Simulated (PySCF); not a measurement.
## A study: CH3AlF2, SMILES `C[Al](F)F`

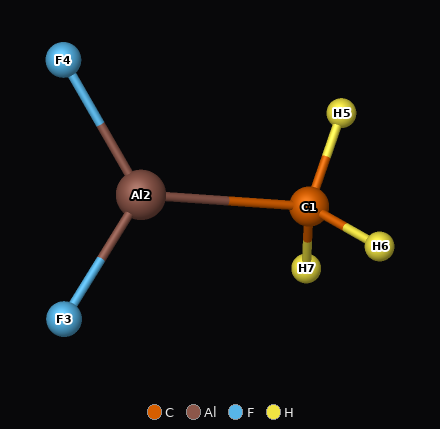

The molecule, with its atoms numbered as below. No frequency check shows the geometry to be a minimum.

Geometry (Å), atoms numbered from 1:

```
C1       1.9069    0.0055    0.0004
Al2     -0.0657    0.0002    0.0003
F3      -0.9672   -1.3814   -0.0004
F4      -0.9752    1.3768    0.0000
H5       2.2883    1.0257   -0.0042
H6       2.3026   -0.5105    0.8752
H7       2.3030   -0.5102   -0.8742
```

Part 1: Bonding charge

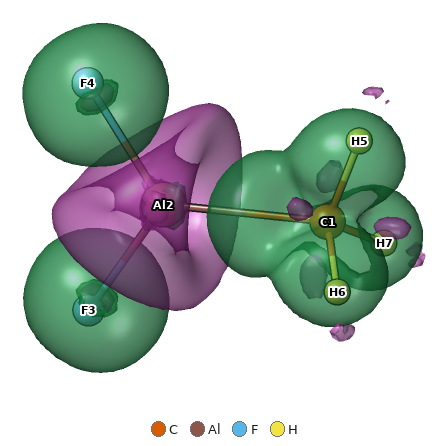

Deformation density (molecule less spherical, spin-averaged free atoms at the same positions), surfaces at ±0.05 e/Å³; green: gain, purple: loss.

PySCF calculation, PBE0/def2-TZVP, gas phase; geometry: GFN2-xTB.

Question: Describe the bonding that the map shows.

Answer: C1–H5: +0.67 e/Å³ at the bond critical point (bond length 1.09 Å, Mayer order 0.9). C1–H7 and C1–H6: +0.66 e/Å³ at the bond critical point (bond length 1.09 Å, Mayer order 0.9). C1–Al2: +0.17 e/Å³ at the bond critical point (bond length 1.97 Å, Mayer order 1.0). Al2–F3: +0.09 e/Å³ at the bond critical point (bond length 1.65 Å, Mayer order 1.1); up to 0.6 Å beside the axis the gain reaches +0.34 e/Å³. Al2–F4: +0.09 e/Å³ at the bond critical point (bond length 1.65 Å, Mayer order 1.1); up to 0.6 Å beside the axis the gain reaches +0.34 e/Å³. In all, 1.7 electrons gather in the regions of gain relative to the promolecule. A small or negative value marks a very polar bond, one between electron-rich atoms, whose free-atom densities already overlap strongly, a long bond to a heavier atom, or a closed-shell contact such as a hydrogen bond.

Question: Where do the Hirshfeld charges lie?

Answer: The highest Hirshfeld charge is on Al2 (+0.72 e), the lowest on F3 (−0.30 e).

```tsv
atom	charge (e)
C1	−0.26
Al2	+0.72
F3	−0.30
F4	−0.30
H5	+0.05
H6	+0.05
H7	+0.05
```

Part 2: Bond critical points

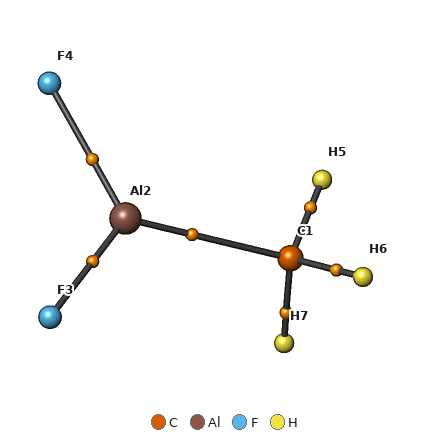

Molecular graph of the electron density (QTAIM): bond paths, bond critical points (orange), ring points (yellow, if any); weak paths are dashed.

Question: How many critical points of each kind are there, and does the count close?

Answer: 7 nuclei, 6 bond, 0 ring and 0 cage critical points: 7 − 6 + 0 − 0 = 1, as the Poincaré–Hopf relation requires.

Question: What does the calculation give at each kind of bond critical point?

Answer:
```json
{"bond": "C1–H5", "length (Å)": "1.089", "ρ (a.u.)": "0.273", "∇²ρ (a.u.)": "−0.91", "ε": "0.03", "H (a.u.)": "−0.273"}
{"bond": "C1–H7 (2 alike)", "length (Å)": "1.090", "ρ (a.u.)": "0.271", "∇²ρ (a.u.)": "−0.90", "ε": "0.03", "H (a.u.)": "−0.271"}
{"bond": "Al2–F3", "length (Å)": "1.650", "ρ (a.u.)": "0.114", "∇²ρ (a.u.)": "+0.93", "ε": "0.02", "H (a.u.)": "−0.011"}
{"bond": "Al2–F4", "length (Å)": "1.650", "ρ (a.u.)": "0.114", "∇²ρ (a.u.)": "+0.93", "ε": "0.02", "H (a.u.)": "−0.011"}
{"bond": "C1–Al2", "length (Å)": "1.973", "ρ (a.u.)": "0.086", "∇²ρ (a.u.)": "+0.22", "ε": "0.09", "H (a.u.)": "−0.028"}
```

Question: What kind of interaction is C1–Al2?

Answer: Polar or intermediate (positive Laplacian, negative energy density H): ρ = 0.086, ∇²ρ = +0.22, H = −0.028 a.u.

Part 3: Local ionisation energy

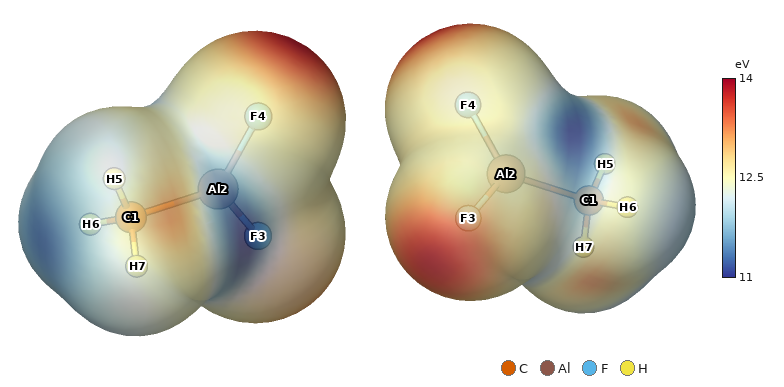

Average local ionisation energy on the surface of electron density 0.001 a.u. (back view left, front view right).

Question: Where are the most loosely bound electrons on this surface?

Answer: The lowest value is 11.1 eV, over Al2, off the plane of its three bonds (2.0 Å), and at like points elsewhere. Further minima include 11.3 eV, near H5 (1.79 Å), H7 (1.92 Å), H6 (1.99 Å) and C1 (2.00 Å). For comparison, the highest occupied orbital lies at −9.3 eV.

Question: What volume does the surface enclose, and what is the dipole moment?

Answer: About 87 Å³; the dipole moment is 2.4 D.

Part 4: In an electric field

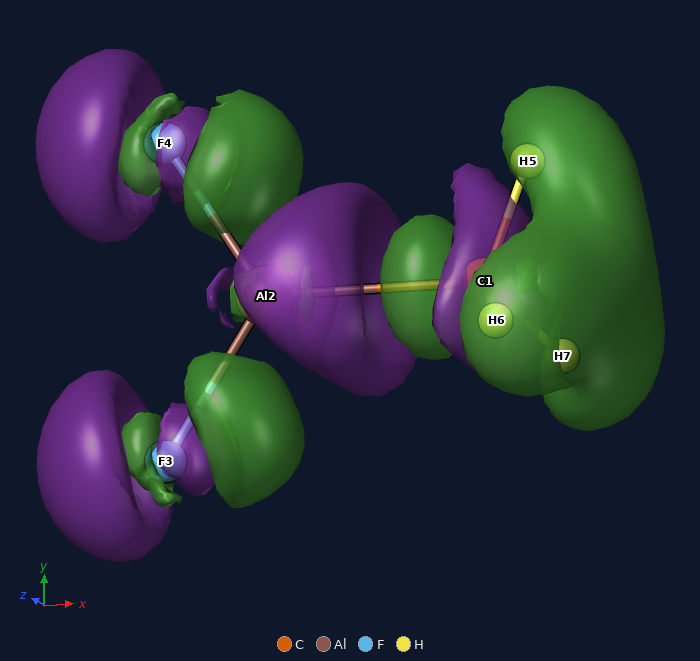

Change of the electron density in a uniform field of 0.21 V/Å, surfaces at ±0.0015 e/Å³ (purple: gain, green: loss).

Computed with PySCF, PBE0/def2-TZVP, geometry: GFN2-xTB. A basis without diffuse functions makes polarisabilities too small.

Question: Along which Cartesian direction does the field point?

Answer: Along +x: electrons gather on the −x side, against the field.

Question: What dipole is induced, and what polarisability does it imply?

Answer: The induced dipole is 0.40 D (along the field); α along this axis, from the fields in both directions, is 39 bohr³ (5.8 Å³).

Question: Which atoms gain and lose the most charge?

Answer: Electrons gather most on Al2 (Hirshfeld charge changes by −0.009 e) and leave H6 and H7 alike most (+0.005 e); 0.037 electrons are displaced in all.

Part 5: Removing or adding an electron

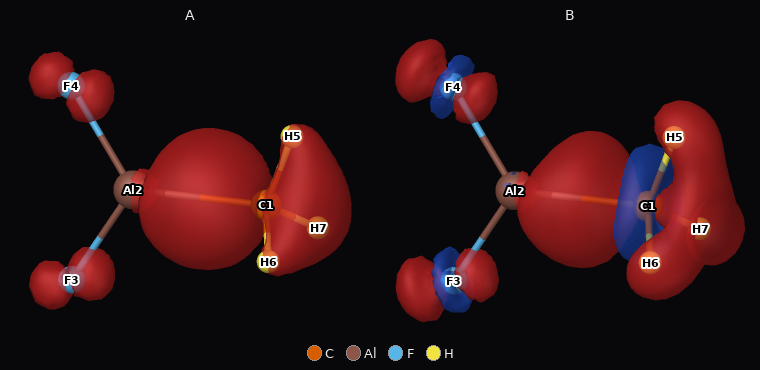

The Fukui function f⁻ from two separate SCF calculations and the density of the HOMO, at ±0.04 e/Å³ (red positive, blue negative).

Method: PBE0/def2-TZVP; geometry: GFN2-xTB; program: PySCF.

Question: Which panel is which, and how good is the frozen-orbital picture?

Answer: B is f⁻ (it has negative regions), A the HOMO density. The HOMO lies on C1 (49 %), Al2 (24 %) and F3 and F4 (6 % each); f⁻ (Hirshfeld-condensed) is largest on C1 (0.26) and Al2 (0.24); the vertical ionisation energy is 11.76 eV (the stability of the cation's solution wasn't checked). Relaxation shifts 23 % of the electron between atoms. The orbital energy is −9.29 eV.

The PySCF runs shown took 9.6 s, 20 s and 25 s on 1 thread of Intel(R) Xeon(R) CPU @ 2.60GHz (Ice Lake), on a shared host.
